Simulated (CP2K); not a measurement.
# PM3 run of C4H6BCl (SMILES C=C=C(C)BCl)

What is the vertical electron affinity of C4H6BCl at PM3? 

The calculation is run with CP2K 2026.2.

2 further runs of the same task are left out: 2 set aside as unsound or not needed.

## (1) The system as given

C4H6BCl has 12 atoms, charge 0, and is taken as a singlet. SMILES: `C=C=C(C)BCl`. The coordinates come from a PBE0-D4/def2-TZVP relaxation. This is one conformer, not always the lowest.

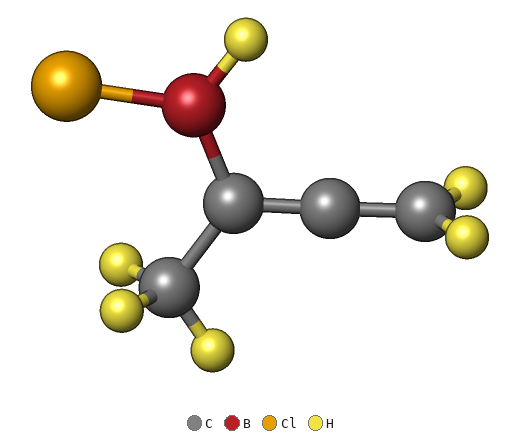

Viewed from a chosen angle; carbon grey, boron red, chlorine amber, hydrogen yellow.

## (2) Energy and forces at PM3

The input, gas.inp:

```
&GLOBAL
   PROJECT_NAME gas
   RUN_TYPE ENERGY_FORCE
   PRINT_LEVEL MEDIUM
&END GLOBAL

&FORCE_EVAL
   METHOD QS
   &DFT
      &QS
         METHOD PM3
         EPS_DEFAULT 1.0E-10
         &SE
            &COULOMB
               CUTOFF [angstrom] 50
               RC_RANGE [angstrom] 0
            &END COULOMB
            &EXCHANGE
               CUTOFF [angstrom] 50
               RC_RANGE [angstrom] 0
            &END EXCHANGE
         &END SE
      &END QS
      &POISSON
         PERIODIC NONE
         POISSON_SOLVER ANALYTIC
      &END POISSON
      # SCF settings
      &SCF
         SCF_GUESS ATOMIC
         EPS_SCF 1.0E-07
         MAX_SCF 30
         &OT
            MINIMIZER CG
            PRECONDITIONER FULL_ALL
         &END OT
         &OUTER_SCF
            EPS_SCF 1.0E-07
            MAX_SCF 5
         &END OUTER_SCF
      &END SCF
      &PRINT
         &MOMENTS
            PERIODIC F
            REFERENCE COM
            MAX_MOMENT 1
         &END MOMENTS
         &MO_CUBES
            NLUMO 1
            NHOMO -1
            WRITE_CUBE F
         &END MO_CUBES
         &HIRSHFELD OFF
         &END HIRSHFELD
      &END PRINT
   &END DFT
   # structure
   &SUBSYS
      # box in angstrom
      &CELL
         ABC 19.1 20.8 20.6
         PERIODIC NONE
      &END CELL
      &COORD
         C      0.608000    -1.383600    -1.772100
         C      0.265400    -0.607300    -0.791800
         C     -0.097800     0.196400     0.183600
         C      0.359200    -0.008700     1.604000
         B     -1.016100     1.342200    -0.256100
         Cl    -1.594900     2.505900     0.922200
         H      0.012100    -2.252100    -2.033200
         H      1.499500    -1.185500    -2.358100
         H      0.899100     0.871600     1.960600
         H      1.008700    -0.879200     1.695000
         H     -0.500700    -0.141300     2.264800
         H     -1.365300     1.486500    -1.384900
      &END COORD
      &TOPOLOGY
         &CENTER_COORDINATES
         &END CENTER_COORDINATES
      &END TOPOLOGY
   &END SUBSYS
   # extra output
   &PRINT
      &FORCES ON
      &END FORCES
   &END PRINT
&END FORCE_EVAL
```

Run with:

```bash
$ OMP_NUM_THREADS=1 cp2k.psmp -i gas.inp -o gas.out
```

Log, shortened:

```text
CP2K| version string:                                       CP2K version 2026.2
[...]
 GLOBAL| Method name                                                        CP2K
[...]
 GLOBAL| Run type                                                   ENERGY_FORCE
[...]
                             - Atoms:                                         12
[...]
                             - Spherical basis functions:                     30
[...]
 Number of electrons:                                                         32
[...]
     1 OT CG       0.15E+00    0.0     0.32078410       -26.9782745894 -2.70E+01
[...]
     9 OT CG       0.48E+00    0.0     0.00000009       -34.5761884790 -8.33E-12
  *** SCF run converged in     9 steps ***
  Core-core repulsion energy [eV]:                           2277.60298644913837
  Core Hamiltonian energy [eV]:                             -1405.96193637740612
  Two-electron integral energy [eV]:                        -3625.01397414256280
  Electronic energy [eV]:                                   -3218.46892344868775
  Total energy [eV]:                                         -940.86593699954915
  Atomic reference energy [eV]:                               941.00411178714330
  Heat of formation [kcal/mol]:                                 3.18638655093398
[...]
 SE_DIPOLE| Moment [Debye]         -1.13352184       1.99997017       1.38018439
 SE_DIPOLE| Derivative [a.u.]       0.00000000       0.00000000       0.00000000
 *** WARNING in qs_scf_post_se.F:140 :: Printing of MO cube files not ***
 *** implemented for Semi-Empirical method.                           ***
 ENERGY| Total FORCE_EVAL ( QS ) energy [hartree]            -34.576188479032027
 FORCES| Atomic forces [hartree/bohr]
 FORCES|   Atom     x               y               z               |f|
 FORCES|      1 -1.21316727E-03  3.16424536E-03  5.07115297E-03   6.09924716E-03
 FORCES|      2 -1.27340973E-03  4.57090676E-03  9.07223116E-03   1.02381707E-02
 FORCES|      3  9.17144745E-03 -1.20645672E-02  2.64992113E-03   1.53847753E-02
 FORCES|      4 -9.37114903E-03  6.68495068E-03 -2.08996762E-02   2.38600810E-02
 FORCES|      5 -9.71499654E-03  2.05878499E-02  2.31367841E-02   3.24584580E-02
 FORCES|      6  9.53318650E-03 -1.82595252E-02 -1.64157234E-02   2.63394738E-02
 FORCES|      7  1.20992488E-03 -1.04059964E-03 -1.90104097E-03   2.48208030E-03
 FORCES|      8  1.19066316E-04 -1.83623966E-03 -1.67736771E-03   2.48988259E-03
 FORCES|      9  2.75271833E-03  2.92657172E-03 -6.80309763E-06   4.01775143E-03
 FORCES|     10  2.48600591E-03 -3.06274373E-03  1.20112546E-03   4.12350905E-03
 FORCES|     11 -3.44171987E-03 -1.55342824E-03  1.32275009E-03   4.00103021E-03
 FORCES|     12 -2.57906952E-04 -1.17420720E-04 -1.55335351E-03   1.57899042E-03
 FORCES| Sum     1.35308431E-16  1.23512311E-15 -2.49800181E-16
[...]
```

Wall time 0.73 s (1 thread of Arm Neoverse V1, shared host).

## (3) The doublet anion

The input, mol.inp:

```
&GLOBAL
    PROJECT mol
    RUN_TYPE ENERGY_FORCE
    PRINT_LEVEL MEDIUM
&END
&FORCE_EVAL
    METHOD QUICKSTEP
    &DFT
        CHARGE -1
        MULTIPLICITY 2
        UNRESTRICTED_KOHN_SHAM T
        ! Quickstep
        &QS
            METHOD PM3
            EPS_DEFAULT 1.0E-10
            &SE
                &COULOMB
                    CUTOFF [angstrom] 50
                    RC_RANGE [angstrom] 0
                &END
                &EXCHANGE
                    CUTOFF [angstrom] 50
                    RC_RANGE [angstrom] 0
                &END
            &END
        &END
        ! isolated system
        &POISSON
            PERIODIC NONE
            POISSON_SOLVER ANALYTIC
        &END
        &SCF
            SCF_GUESS ATOMIC
            EPS_SCF 1.0E-07
            MAX_SCF 50
            &OT
                MINIMIZER DIIS
                PRECONDITIONER FULL_ALL
            &END
            &OUTER_SCF
                EPS_SCF 1.0E-07
                MAX_SCF 10
            &END
        &END
        &PRINT
            &MOMENTS
                PERIODIC F
                REFERENCE COM
                MAX_MOMENT 1
            &END
            &MO_CUBES
                NLUMO 1
                NHOMO -1
                WRITE_CUBE F
            &END
            &HIRSHFELD OFF
            &END
        &END
    &END
    &SUBSYS
        &CELL
            ABC 19.1 20.8 20.6
            PERIODIC NONE
        &END
        &COORD
            C      0.608000    -1.383600    -1.772100
            C      0.265400    -0.607300    -0.791800
            C     -0.097800     0.196400     0.183600
            C      0.359200    -0.008700     1.604000
            B     -1.016100     1.342200    -0.256100
            Cl    -1.594900     2.505900     0.922200
            H      0.012100    -2.252100    -2.033200
            H      1.499500    -1.185500    -2.358100
            H      0.899100     0.871600     1.960600
            H      1.008700    -0.879200     1.695000
            H     -0.500700    -0.141300     2.264800
            H     -1.365300     1.486500    -1.384900
        &END
        &TOPOLOGY
            &CENTER_COORDINATES
            &END
        &END
    &END
    ! extra output
    &PRINT
        &FORCES ON
        &END
    &END
&END
```

Run with:

```bash
$ OMP_NUM_THREADS=1 cp2k.psmp mol.inp > mol.out
```

Log, shortened:

```text
CP2K| version string:                                       CP2K version 2026.2
[...]
 GLOBAL| Method name                                                        CP2K
[...]
 GLOBAL| Run type                                                   ENERGY_FORCE
[...]
                             - Atoms:                                         12
[...]
                             - Spherical basis functions:                     30
[...]
 Number of electrons:                                                         17
[...]
     1 OT DIIS     0.15E+00    0.0     0.16216359       -26.9473205706 -2.69E+01
[...]
    21 OT DIIS     0.15E+00    0.0     0.00000008       -34.6177811021 -3.64E-11
  *** SCF run converged in    21 steps ***
  Core-core repulsion energy [eV]:                           2277.60298644913837
  Core Hamiltonian energy [eV]:                             -1430.52460474298937
  Two-electron integral energy [eV]:                        -3578.15222307734484
  Electronic energy [eV]:                                   -3219.60071628166179
  Total energy [eV]:                                         -941.99772983252353
  Atomic reference energy [eV]:                               941.00411178714330
  Heat of formation [kcal/mol]:                               -22.91337827755120
[...]
 SE_DIPOLE| Moment [Debye]         -1.69583792       1.87885574      -1.59531338
 SE_DIPOLE| Derivative [a.u.]       0.00000000       0.00000000       0.00000000
 *** WARNING in qs_scf_post_se.F:140 :: Printing of MO cube files not ***
 *** implemented for Semi-Empirical method.                           ***
 ENERGY| Total FORCE_EVAL ( QS ) energy [hartree]            -34.617781102139887
[...]
```

It took 1.6 s on 1 thread of Arm Neoverse V1, shared host.

## (4) Results

At PM3:

```
                                                  quantity           value
                             singlet C4H6BCl: total energy    -34.57619 Eh
                            singlet C4H6BCl: dipole moment          2.68 D
singlet C4H6BCl: heat of formation at this unrelaxed shape    3.2 kcal/mol
                 singlet C4H6BCl: largest force on an atom      1.669 eV/Å
                               doublet anion: total energy    -34.61778 Eh
  doublet anion: heat of formation at this unrelaxed shape  -22.9 kcal/mol
                   doublet anion: largest force on an atom      2.264 eV/Å
         vertical electron affinity (to the doublet anion)        1.132 eV
```

What this shows: At fixed nuclei the extra electron is bound by 1.13 eV (109 kJ/mol). The largest force (singlet C4H6BCl) is 1.67 eV/Å: the shape isn't a stationary point for this species at this level. A minimal valence basis can't be trusted even for the sign of an electron affinity.
